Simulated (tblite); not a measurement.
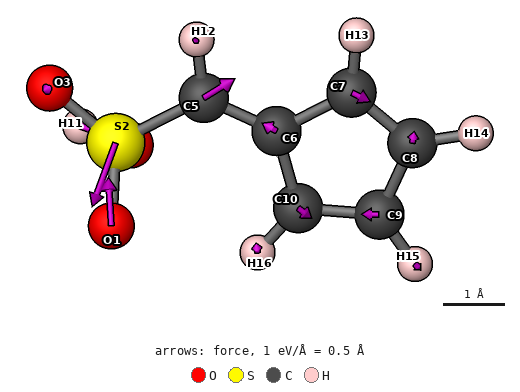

Starting geometry of C₆H₆O₃S with the computed forces as purple arrows. The picture is a ball-and-stick view, seen at a tilt.

Method: GFN2-xTB geometry optimisation, gas phase in tblite. 

### Is this structure relaxed? If not, where do the atoms go?

It isn't relaxed: the largest force vector, on the S atom, is 2.31 eV/Å. The final displacements have little in common with the starting forces (cosine between the two patterns 0.18). After 58 geometry steps the energy has fallen by 14.6 kJ/mol. The atom that moves furthest after the best rigid fit is an H atom (0.28 Å). By element the largest moves are H 0.28 Å, O 0.20 Å, S 0.10 Å, C 0.08 Å. Near-neighbour distances that change, for instance: C–S 1.714 → 1.778 Å, O–S 1.458 → 1.424 Å, H–O 0.981 → 0.958 Å, C–C 1.455 → 1.466 Å. Among the angles between lasting bonds that change: C–C–C 123.3° → 127.8°, C–C–H 127.0° → 122.9°, C–C–H 121.4° → 125.6°. Groups turn about O–S by about 25°.
